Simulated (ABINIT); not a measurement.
# A GW chain in ABINIT: Ba2TaBiO6 (R-3), part 2 of 2

How does a plane-wave GW calculation on Ba2TaBiO6 (R-3) run from the first input to the gap?

ABINIT 10.8.3; LDA and many-body steps on it, plane waves. Known limits of the many-body steps: not at the basis limit; no spin-orbit coupling; coarse k mesh.

So far. Step 2 (Ground state): The gap is indirect, with the least direct gap 0.03 eV higher. Step 3 (Empty states on the mesh, 2×2×2 mesh, 191 bands): On this mesh the gap is 2.549 eV.

### Step 4. Screening, 2×2×2 mesh, 175 bands, screening to 108.8 eV

The RPA dielectric matrix is built and inverted for each q.

This step: RPA screening on LDA, plane waves, norm-conserving pseudopotentials.

run.abi reads:

```
acell 3*1.0 Angstrom
rprim 
  3.075626834241 1.775713980676 4.956223105800
  -3.075626834241 1.775713980676 4.956223105800
  0.000000000000 -3.551427961352 4.956223105800
ntypat 4
znucl 56 73 83 8
natom 10
typat 1 1 2 3 4 4 4 4 4 4
xred 
  0.748816000000 0.748816000000 0.748816000000
  0.251184000000 0.251184000000 0.251184000000
  0.500000000000 0.500000000000 0.500000000000
  0.000000000000 0.000000000000 0.000000000000
  0.725510000000 0.218856000000 0.322035000000
  0.218856000000 0.322035000000 0.725510000000
  0.322035000000 0.725510000000 0.218856000000
  0.274490000000 0.781144000000 0.677965000000
  0.677965000000 0.274490000000 0.781144000000
  0.781144000000 0.677965000000 0.274490000000
pp_dirpath "pseudos"
pseudos "Ba.upf, Ta.upf, Bi.upf, O.upf"
ecut 62
ngkpt 2 2 2
nshiftk 1
shiftk 0 0 0
kptopt 1
chksymbreak 0
istwfk *1
occopt 1
irdwfk 1
optdriver 3
nband 175
ecuteps 4
inclvkb 2
awtr 1
symchi 1
indata_prefix "in"
outdata_prefix "out"
tmpdata_prefix "tmp"
```

Started as:

```sh
OMP_NUM_THREADS=1 mpirun -n 4 abinit run.abi > log
```

Numbers of over 12 decimals in the logs are rounded to 6 here.

Log:

```text
.Version 10.8.3 of ABINIT. v10.8.2 released Aug 2026.

 Symmetries : space group R-3 (#148); Bravais hR (rhombohedral)
[... echo of the input left out ...]
== DATASET  1 ==================================================================
-   mpi_nproc: 4, omp_nthreads: 1 (-1 if OMP is not activated)

--- !DatasetInfo
iteration_state: {dtset: 1, }
dimensions: {natom: 10, nkpt: 4, mband: 175, nsppol: 1, nspinor: 1, nspden: 1, mpw: 25587, }
cutoff_energies: {ecut:  62.0, pawecutdg:  -1.0, }
electrons: {nelect:   1.06000000E+02, charge:   0.00000000E+00, occopt:   1.00000000E+00, tsmear:   1.00000000E-02, }

 SCREENING: Calculation of the susceptibility and dielectric matrices

 Based on a program developped by R.W. Godby, V. Olevano, G. Onida, and L. Reining.
 Incorporated in ABINIT by V. Olevano, G.-M. Rignanese, and M. Torrent.
.Using double precision arithmetic ; gwpc =  8

[... cell and pseudopotentials left out ...]
--------------------------------------------------------------------------------

 ==== K-mesh for the wavefunctions ====
 Number of points in the irreducible wedge :     4
[... list of points left out ...]
 Together with  6 symmetry operations and time-reversal symmetry
 yields     8 points in the full Brillouin Zone.

 ==== Q-mesh for the screening function ====
 Number of points in the irreducible wedge :     4
[... list of points left out ...]
 Together with  6 symmetry operations and time-reversal symmetry
 yields     8 points in the full Brillouin Zone.

 setmesh: FFT mesh size selected  =    54x   54x   54
          total number of points  =       157464

 vcoul_init : cutoff-mode = AUXILIARY_FUNCTION
 q-points for optical limit:   1
     1)      0.000010    0.000020    0.000030

- screening: taking advantage of time-reversal symmetry
- Maximum band index for partially occupied states nbvw = 53
- Remaining bands to be divided among processors   nbcw = 122
- Number of bands treated by each node ~30

 Number of electrons calculated from density =  106.0000; Expected =  106.0000
 average of density, n =  0.096716
 r_s =    1.3515
 omega_plasma =   29.9989 [eV]

 calculating chi0 at frequencies [eV] :
  1    0.000000E+00    0.000000E+00
  2    0.000000E+00    2.999894E+01

--------------------------------------------------------------------------------
  q-point number  1        q = ( 0.000000, 0.000000, 0.000000) [r.l.u.]
--------------------------------------------------------------------------------
[... chi0 elements left out ...]
 For q-point:  0.000010 0.000020 0.000030
  dielectric constant =   6.6242
  dielectric constant without local fields =   7.1929

  Average fulfillment of the sum rule on Im[epsilon] for q-point    1 :     48.51  [%]
[... wings left out ...]
  q-point number  2        q = ( 0.500000, 0.000000, 0.000000) [r.l.u.]
--------------------------------------------------------------------------------
[... chi0 elements left out ...]
  Average fulfillment of the sum rule on Im[epsilon] for q-point    2 :     54.62  [%]

 [... 2 further q-points ...]
```

Run time: 7 min. Hardware: 4 MPI ranks of Intel Xeon Platinum 8124M at 3.00GHz (Skylake/Cascade Lake), shared host; peak memory 6.1 GiB; 28 min of CPU time.

Numbers from this step:

```yaml
eps_infinity_with_local_fields_on_this_mesh_along_the_program_s_q_direction: 6.624
the_same_without_local_fields: 7.193
plasma_frequency: 30.00 eV
plane_waves_in_the_screening_matrix: 411
```

Local fields lower ε∞ by 8 %. On a Γ-centred mesh this coarse the value itself is usually too large, while a short band sum pulls it down.

### Step 5. Self-energy, 2×2×2 mesh, 175 bands, screening to 108.8 eV

The self-energy is evaluated for the states that the input lists, and the levels follow from it, in one-shot runs by the linearised quasiparticle equation.

This step: G0W0 on LDA, plane waves, norm-conserving pseudopotentials.

Changes to run.abi since step 4:

```diff
@@ -31,8 +31,19 @@
 irdwfk 1
-optdriver 3
+optdriver 4
 nband 175
+gwcalctyp 0
+ecutsigx 62
+symsigma 1
+nkptgw 3
+kptgw 
+  0.5000000000 0.5000000000 0.5000000000
+  0.5000000000 0.0000000000 0.0000000000
+  0.0000000000 0.0000000000 0.0000000000
+bdgw 
+  52 56
+  52 55
+  51 55
 ecuteps 4
-inclvkb 2
-awtr 1
-symchi 1
+irdscr 1
+ppmodel 1
 indata_prefix "in"
```

Log:

```text
.Version 10.8.3 of ABINIT. v10.8.2 released Aug 2026.

 Symmetries : space group R-3 (#148); Bravais hR (rhombohedral)
[... echo of the input left out ...]
== DATASET  1 ==================================================================
-   mpi_nproc: 4, omp_nthreads: 1 (-1 if OMP is not activated)

--- !DatasetInfo
iteration_state: {dtset: 1, }
dimensions: {natom: 10, nkpt: 4, mband: 175, nsppol: 1, nspinor: 1, nspden: 1, mpw: 25587, }
cutoff_energies: {ecut:  62.0, pawecutdg:  -1.0, }
electrons: {nelect:   1.06000000E+02, charge:   0.00000000E+00, occopt:   1.00000000E+00, tsmear:   1.00000000E-02, }

 SIGMA: Calculation of the GW corrections

 Based on a program developped by R.W. Godby, V. Olevano, G. Onida, and L. Reining.
 Incorporated in ABINIT by V. Olevano, G.-M. Rignanese, and M. Torrent.
.Using double precision arithmetic ; gwpc =  8

[... cell and pseudopotentials left out ...]
--------------------------------------------------------------------------------

 ==== K-mesh for the wavefunctions ====
 Number of points in the irreducible wedge :     4
[... list of points left out ...]
 Together with  6 symmetry operations and time-reversal symmetry
 yields     8 points in the full Brillouin Zone.

 ==== Q-mesh for screening function ====
 Number of points in the irreducible wedge :     4
[... list of points left out ...]
 Together with  6 symmetry operations and time-reversal symmetry
 yields     8 points in the full Brillouin Zone.

 vcoul_init : cutoff-mode = AUXILIARY_FUNCTION
 q-points for optical limit:   1
     1)      0.000010    0.000020    0.000030
 setmesh: FFT mesh size selected  =    81x   81x   81
          total number of points  =       531441

 Number of electrons calculated from density =  106.0000; Expected =  106.0000
 average of density, n =  0.096716
 r_s =    1.3515
 omega_plasma =   29.9989 [eV]

 === KS Band Gaps ===
  >>>> For spin  1
   Minimum direct gap =   2.5771 [eV], located at k-point      :   0.5000  0.0000  0.0000
   Fundamental gap    =   2.5491 [eV], Top of valence bands at :   0.5000  0.5000  0.5000
                                       Bottom of conduction at :   0.5000  0.0000  0.0000
 SIGMA fundamental parameters:
 PLASMON POLE MODEL  1
 number of plane-waves for SigmaX                25587
 number of plane-waves for SigmaC and W            411
 number of plane-waves for wavefunctions         25587
 number of bands                                   175
 number of independent spin polarizations            1
 number of spinorial components                      1
 number of k-points in IBZ                           4
 number of q-points in IBZ                           4
 number of symmetry operations                       6
 number of k-points in BZ                            8
 number of q-points in BZ                            8
 number of frequencies for dSigma/dE                 9
 frequency step for dSigma/dE [eV]                0.25
 number of omega for Sigma on real axis              0
 max omega for Sigma on real axis  [eV]           0.00
 zcut for avoiding poles [eV]                     0.10

 EPSILON^-1 parameters (SCR file):
 dimension of the eps^-1 matrix on file            411
 dimension of the eps^-1 matrix used               411
 number of plane-waves for wavefunctions         25587
 number of bands                                   175
 number of q-points in IBZ                           4
 number of frequencies                               2
 number of real frequencies                          1
 number of imag frequencies                          1

 matrix elements of self-energy operator (all in [eV])

 Perturbative Calculation

--- !SelfEnergy_ee
iteration_state: {dtset: 1, }
kpoint     : [   0.500,    0.500,    0.500, ]
spin       : 1
KS_gap     :    2.682
QP_gap     :    3.486
Delta_QP_KS:    0.804
data: !SigmaeeData |
     Band     E0 <VxcDFT>   SigX SigC(E0)      Z dSigC/dE  Sig(E)    E-E0       E
       52   4.962 -18.586 -23.417   5.006   0.770  -0.299 -18.451   0.135   5.097
       53   6.493 -20.412 -23.480   3.713   0.791  -0.264 -19.902   0.510   7.003
       54   9.175 -15.195 -10.580  -3.029   0.828  -0.208 -13.882   1.313  10.488
       55   9.631 -15.656 -11.060  -2.963   0.827  -0.210 -14.307   1.349  10.980
       56   9.631 -15.656 -11.060  -2.963   0.827  -0.210 -14.307   1.349  10.980

--- !SelfEnergy_ee
iteration_state: {dtset: 1, }
kpoint     : [   0.500,    0.000,    0.000, ]
spin       : 1
KS_gap     :    2.577
QP_gap     :    3.378
Delta_QP_KS:    0.801
data: !SigmaeeData |
     Band     E0 <VxcDFT>   SigX SigC(E0)      Z dSigC/dE  Sig(E)    E-E0       E
       52   5.236 -18.788 -23.488   4.917   0.771  -0.297 -18.621   0.168   5.404
       53   6.465 -20.392 -23.458   3.706   0.792  -0.263 -19.885   0.506   6.971
       54   9.042 -15.276 -10.735  -2.964   0.829  -0.206 -13.968   1.308  10.350
       55   9.408 -15.548 -10.889  -3.053   0.826  -0.210 -14.220   1.328  10.736

--- !SelfEnergy_ee
iteration_state: {dtset: 1, }
kpoint     : [   0.000,    0.000,    0.000, ]
spin       : 1
KS_gap     :    3.947
QP_gap     :    5.000
Delta_QP_KS:    1.053
data: !SigmaeeData |
     Band     E0 <VxcDFT>   SigX SigC(E0)      Z dSigC/dE  Sig(E)    E-E0       E
       51   5.312 -18.813 -23.513   4.919   0.771  -0.297 -18.644   0.169   5.481
       52   5.312 -18.813 -23.513   4.919   0.771  -0.297 -18.644   0.169   5.481
       53   5.708 -19.360 -23.390   4.442   0.777  -0.287 -19.040   0.321   6.028
       54   9.655 -13.384  -8.865  -2.871   0.834  -0.199 -12.010   1.374  11.029
       55   9.838 -16.696 -11.919  -3.202   0.817  -0.225 -15.410   1.286  11.124

== END DATASET(S) ==============================================================
================================================================================

 -outvars: echo values of variables after computation  --------
           etotal      0.0000000000E+00
            nband         175
             nkpt           4
          spgroup         148
 [... the other variables as echoed above ...]

 Calculation completed.
```

It took 76 s on 4 MPI ranks; peak memory 3.6 GiB.

Numbers from this step:

```yaml
g0w0_gap_on_the_points_computed: 3.347 eV
starting_gap_on_the_mesh: 2.549 eV
k_of_the_valence_top: 0.5, 0.5, 0.5
k_of_the_conduction_bottom: 0.5, 0, 0
z_at_the_valence_top: 0.791
z_at_the_conduction_bottom: 0.829
least_direct_g0w0_gap_on_the_computed_points: 3.379 eV
```

The gap on the mesh goes from 2.55 eV to 3.35 eV, a correction of +0.80 eV.

Limits: finite bands, cutoff and mesh; no spin-orbit coupling; coarse k mesh. v1 is the top filled band, c1 the lowest empty one. Levels before and after the correction, in eV, zero at the valence-band top of each column:

```tsv
	conduction bottom	valence top
Kohn-Sham	2.55	0.00
G0W0	3.35	0.00
```

```tsv
	level	energy (eV)
Kohn-Sham	(0.5 0.5 0.5) v2	-1.531
Kohn-Sham	(0.5 0.5 0.5) v1	0.000
Kohn-Sham	(0.5 0.5 0.5) c1	2.682
Kohn-Sham	(0.5 0.5 0.5) c2-c3	3.138
Kohn-Sham	(0.5 0 0) v2	-1.257
Kohn-Sham	(0.5 0 0) v1	-0.028
Kohn-Sham	(0.5 0 0) c1	2.549
Kohn-Sham	(0.5 0 0) c2	2.915
G0W0	(0.5 0.5 0.5) v2	-1.906
G0W0	(0.5 0.5 0.5) v1	0.000
G0W0	(0.5 0.5 0.5) c1	3.485
G0W0	(0.5 0.5 0.5) c2-c3	3.977
G0W0	(0.5 0 0) v2	-1.599
G0W0	(0.5 0 0) v1	-0.032
G0W0	(0.5 0 0) c1	3.347
G0W0	(0.5 0 0) c2	3.733
```

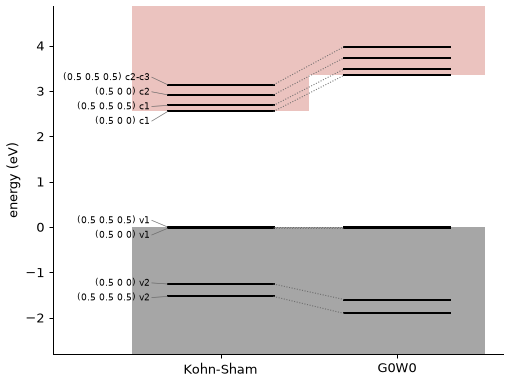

Levels before and after the correction. Shaded: valence and conduction bands.

### Step 6. Where the time went

Times are wall times on 4 MPI ranks of Intel Xeon Platinum 8124M at 3.00GHz (Skylake/Cascade Lake), shared host, good to a factor of about two.

```tsv
step	time	share	memory (GiB)
ground state	23 min	60 %	1.3
empty states on the mesh	7.1 min	18 %	0.97
screening	7 min	18 %	6.1
self-energy	76 s	3 %	3.6
```

### Step 7. Outcome

```
LDA gap              : 2.55 eV, indirect (only 28 meV under the direct gap)
G0W0 gap on the mesh : 3.35 eV
GW settings          : 2×2×2 mesh, 175 bands, screening to 108.8 eV, Godby-Needs plasmon pole
known limits         : not at the basis limit; no spin-orbit coupling; coarse k mesh
```

What this shows: G0W0 moves the gap on the mesh from 2.55 eV to 3.35 eV (+0.80 eV), with Z of 0.79 and 0.83 at the edges. Local fields lower the RPA ε∞ on this mesh from 7.19 to 6.62; a Γ-centred mesh this coarse tends to raise both, most where the direct gap is narrow, while a short band sum lowers them. Only 3 of the mesh's irreducible points were corrected, so a valley elsewhere could overtake. The dearest step here is «ground state». Bands and cutoff are finite, so the gap is not at the basis limit. The miss can reach some tenths of an eV and take either sign; the mesh is an error of its own. In the G0W0 run levels were corrected at 3 k points alone, so a gap called «on the mesh» is the least over those, and an edge elsewhere would be missed. The 2×2×2 mesh is coarse for this cell, which bears on the long-range parts of exchange and screening. Where an edge is built on 6p states of lead, bismuth or thallium, scalar-relativistic gaps usually stand too wide, by a few tenths to over one eV. The many-body steps are scalar-relativistic: spin-orbit coupling is not in them.

[Paths, hosts, dates, memory and timing lines, banners, echoed tables and standing remarks are left out of the program output.]

[Logs are printed without paths, hosts, clocks, repeated set-up lines and the standing remarks that a program may print on its own settings, such as how far it seeks lower states.]

[Runs of the session that timed out or met a known fault of the program may be left out.]

[Hosts, paths, dates, database ids (printed as entryN), source tags and the programs' standing remarks are cut or masked in the printed files.]

[G0W0 gaps are taken among the corrected bands and points alone; a level outside them can change the order at an edge.]

[Where Ansatz stands beside ABINIT at settings called matched, ABINIT's density can come from a denser mesh and the files from another edition; pairs whose starting gaps differed by over 0.03 eV were left out, so agreement reads better than it is.]
